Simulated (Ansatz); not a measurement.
# AlClF2 (SMILES [F][Al]([F])[Cl]) at 6 levels

Aim: a comparison of 6 runs (B2PLYP/STO-3G, B3LYP/STO-3G, PBE0/STO-3G, UPBE/STO-3G, MP2/STO-3G, CCSDTQ/STO-3G) of AlClF2. 

Program for the calculation: Ansatz 0.2.0.

53 further runs of the same task are left out: 4 that didn't finish, 49 set aside as unsound or not needed.

**1. The structure to begin with**

AlClF2 has 4 atoms, charge 0, and is taken as a singlet. As SMILES, `[F][Al]([F])[Cl]`. The Cl4–Al2 distance was set to 3.091 Å, away from the relaxed value.

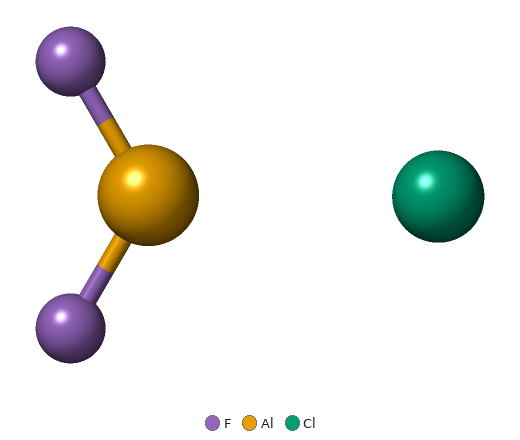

Viewed from a chosen angle; fluorine purple, aluminium amber, chlorine teal.

**2. The energy at B2PLYP/STO-3G (run 1)**

job.yaml reads:

```yaml
crystal:
  periodic: [false, false, false]
  atoms:
    - symbol: F
      position_ang: [1.701802, 0.205000, 1.695684]
    - symbol: Al
      position_ang: [0.773882, -0.567510, 0.599614]
    - symbol: F
      position_ang: [0.978092, -2.170580, 0.381384]
    - symbol: Cl
      position_ang: [-1.339980, 0.982810, -1.038560]
basis:
  gaussian:
    orbitals: STO-3G
total_charge: 0
hamiltonian:
  xc: {name: B2PLYP}
correlation:
  frozen_orbitals: {Al: 5, Cl: 5, F: 1}
accuracy: high
```

Command:

```bash
ansatz run job.yaml --threads 1 --pin off --max-ram 3480MiB --events-out events.jsonl --progress --plain --runs-dir runs
```

Output:

```text
Warning: RAYON_NUM_THREADS=1 ignored (pool sized by the plan → 1); use --threads N
Functional definition: B2PLYP
  name "B2PLYP"
  parameter a = 0.53
  parameter c = 0.27
  exchange = (1 - a)*b88_x + a*exact_x
  correlation = (1 - c)*lyp_c + c*(mp2_os + mp2_ss)
486 factors; integrals over basis functions are off by at most 3.9e-8 eV
mean field evaluation 1: about -24239.5843 eV, gradient 2.9e1 eV
mean field evaluation 2: about -24239.5909 eV, gradient 2.9e1 eV
mean field evaluation 4: about -24244.5189 eV, gradient 2.5e0 eV
mean field evaluation 8: about -24244.5772 eV, gradient 2.0e-2 eV
mean field evaluation 16: about -24244.5772 eV, gradient 5.3e-7 eV
mean field -24244.57716693 eV, -890.9717773200 hartree, gradient 3.6e-8 eV, S^2 0.000000; 0 other end points of the search recorded, 0 dependent functions left out; unrestricted orbitals would lower it
12 core orbitals not correlated: weight in the atoms' cores, before any rotation towards them, 1.000 or more for the frozen orbitals, at most 0.000 for the correlated occupied ones
reference -24244.57718382 eV, -890.9717779407 hartree; 12, 12 occupied and 4, 4 virtual orbitals, 486 factors
second order -3.56428620 eV of doubles, -0.00000000 eV of singles
Total energy: -24245.53954109 eV, -891.0071439181 hartree
```

Wall time 1.9 s (1 thread of Arm Neoverse V2, shared host); peak memory 0.11 GiB.

**3. A single-point energy at B3LYP/STO-3G (run 2)**

job.yaml reads:

```yaml
crystal:
  periodic: [false, false, false]
  atoms:
    - {symbol: F, position_ang: [1.701802, 0.205000, 1.695684]}
    - {symbol: Al, position_ang: [0.773882, -0.567510, 0.599614]}
    - {symbol: F, position_ang: [0.978092, -2.170580, 0.381384]}
    - {symbol: Cl, position_ang: [-1.339980, 0.982810, -1.038560]}
basis:
  gaussian:
    orbitals: STO-3G
magnetization:
  spin_polarized: false
hamiltonian:
  xc: {name: B3LYP}
accuracy: high
```

Command:

```bash
ansatz run job.yaml --threads 1 --pin off --max-ram 3480MiB --events-out events.jsonl --progress --plain --runs-dir runs
```

Output:

```text
Warning: RAYON_NUM_THREADS=1 ignored (pool sized by the plan → 1); use --threads N
Functional definition: B3LYP
  name "B3LYP"
  parameter a0 = 0.2
  parameter ax = 0.72
  parameter ac = 0.81
  exchange = (1 - a0 - ax)*slater_x + ax*b88_x + a0*exact_x
  correlation = (1 - ac)*vwn_rpa_c + ac*lyp_c
486 factors; integrals over basis functions are off by at most 3.9e-8 eV
mean field evaluation 1: about -24253.6336 eV, gradient 3.0e1 eV
mean field evaluation 2: about -24237.8125 eV, gradient 5.9e1 eV
mean field evaluation 4: about -24257.6360 eV, gradient 1.4e1 eV
mean field evaluation 8: about -24259.0087 eV, gradient 2.3e-1 eV
mean field evaluation 16: about -24259.0091 eV, gradient 5.8e-6 eV
mean field -24259.00914307 eV, -891.5021426607 hartree, gradient 2.1e-8 eV, S^2 0.000000; 0 other end points of the search recorded, 0 dependent functions left out
reference -24259.00916927 eV, -891.5021436235 hartree; 24, 24 occupied and 4, 4 virtual orbitals, 486 factors
Total energy: -24259.00916927 eV, -891.5021436235 hartree
```

Run time: 1.3 s. Hardware: 1 thread of Arm Neoverse V2, shared host; peak memory 0.1 GiB.

Runs 3 to 5 aren't shown in full; the table further down has their settings and results.

**4. The energy at CCSDTQ/STO-3G (run 6)**

in.yaml reads:

```yaml
crystal:
  periodic: [false, false, false]
  atoms:
    - {symbol: F, position_ang: [1.701802, 0.205000, 1.695684]}
    - {symbol: Al, position_ang: [0.773882, -0.567510, 0.599614]}
    - {symbol: F, position_ang: [0.978092, -2.170580, 0.381384]}
    - {symbol: Cl, position_ang: [-1.339980, 0.982810, -1.038560]}
basis:
  gaussian:
    orbitals: STO-3G
correlation:
  method: ccsdtq
  frozen_orbitals: {Al: 5, Cl: 5, F: 1}
accuracy: high
scf:
  omitted_lower_state_checks: [cluster_reference, increment]
```

Command:

```bash
ansatz run in.yaml --threads 1 --pin off --max-ram 3480MiB --events-out events.jsonl --progress --plain --runs-dir runs
```

Output:

```text
Warning: RAYON_NUM_THREADS=1 ignored (pool sized by the plan → 1); use --threads N
[... 11 lines left out ...]
12 core orbitals not correlated: weight in the atoms' cores, before any rotation towards them, 1.000 or more for the frozen orbitals, at most 0.000 for the correlated occupied ones
[... 34 lines left out ...]
Total energy: -24212.32901519 eV, -889.7866796023 hartree
Checks for a lower state left out: cluster_reference, increment
```

Run time: 18 s. Hardware: 1 thread of Arm Neoverse V2, shared host; peak memory 0.27 GiB.

**5. The series**

```
run          level  frozen core orbitals  energy (Eh)  wall time
  1  B2PLYP/STO-3G                    12  -891.007144      1.9 s
  2   B3LYP/STO-3G                     –  -891.502144      1.3 s
  3    PBE0/STO-3G                     –  -891.111493      1.2 s
  4    UPBE/STO-3G                     –  -890.985504      2.6 s
  5     MP2/STO-3G                    12  -889.762614     0.16 s
  6  CCSDTQ/STO-3G                    12  -889.786680       18 s
```

**6. Summary of results**

```
                                           quantity          value
                                run 6: total energy  -889.78668 Eh
run 6: correlation energy (12 core orbitals frozen)     -100.0 mEh
                               run 6: T1 diagnostic          0.025
```

Totals of different functionals can't be ranked against each other. In runs 1, 5, 6 the log says that unrestricted orbitals would lower the reference, so the values rest on an unstable closed-shell determinant (other closed-shell runs at this shape may share the fault). In runs 1, 2, 3, 4, 5, 6 the basis is minimal, so the values are rough. All runs together took 25 s, the longest 18 s.
